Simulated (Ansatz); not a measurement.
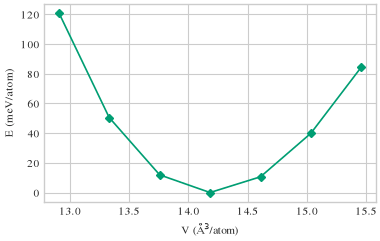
*Ru (body-centred tetragonal, space group No. 139) under volume change, plane-wave PAW r²SCAN (Ansatz code), shape and atoms relaxed at each volume.*

Question: What does a third-order Birch–Murnaghan fit give for V₀, B₀ and B′?

Answer: V₀ = 14.18 Å³/atom, B₀ = 279 GPa, B′ = 5.1.

Space group I4/mmm (body-centred tetragonal). The start of the workflow was typed in or built on a structure type; neither database checked (COD, Materials Project) lists it. It is not the phase usual at ambient conditions (space group No. 194). Symmetry was held in the r²SCAN relaxation; whether a distortion lowers the energy is not shown. The final state is ferromagnetic, chosen from 4 collinear starts compared on coarse meshes (ties went to the first, and starts can fall back to one state), not a proven ground state. Other orbital occupations within this spin state were not tried.

Potentials: the earlier of the program's two PAW sets.
